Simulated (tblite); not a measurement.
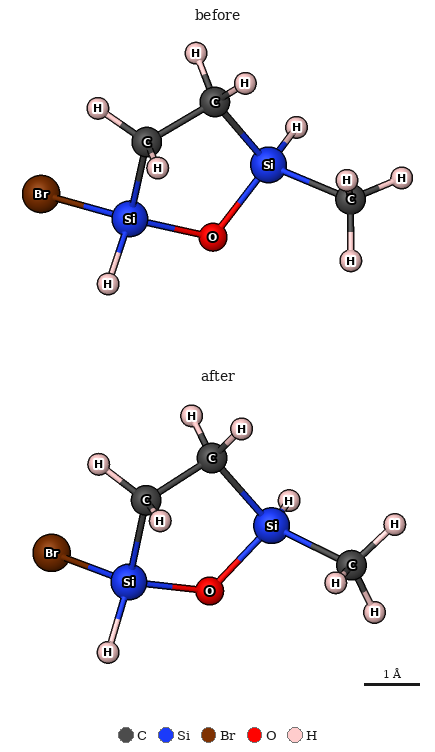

The structure of C$_{3}$H$_{9}$BrOSi$_{2}$ before (top) and after (bottom) a relaxation, at one scale.

Style: ball-and-stick. Shown at a tilt.

Level of theory: GFN2-xTB geometry optimisation, gas phase in tblite 0.8.0. 

> Describe what moved and what it gained.

The energy falls by 0.644 eV in 113 geometry steps. The atom that moves furthest after the best rigid fit is an H atom (0.78 Å). Largest moves by element: H 0.78 Å, O 0.25 Å, Br 0.20 Å, Si 0.14 Å, C 0.12 Å. Near-neighbour distances that change, for instance: O–Si 1.712 → 1.621 Å, C–Si 1.842 → 1.916 Å, O–Si 1.709 → 1.653 Å, Br–Si 2.246 → 2.202 Å. Among the angles between lasting bonds that change: Si–O–Si 105.5° → 119.2°, C–Si–H 107.9° → 120.3°, C–Si–O 107.8° → 98.5°. Groups turn about C–Si by about 45°. Cost: 1.1 s on 1 thread of Intel(R) Xeon(R) Platinum 8488C, on a shared host.
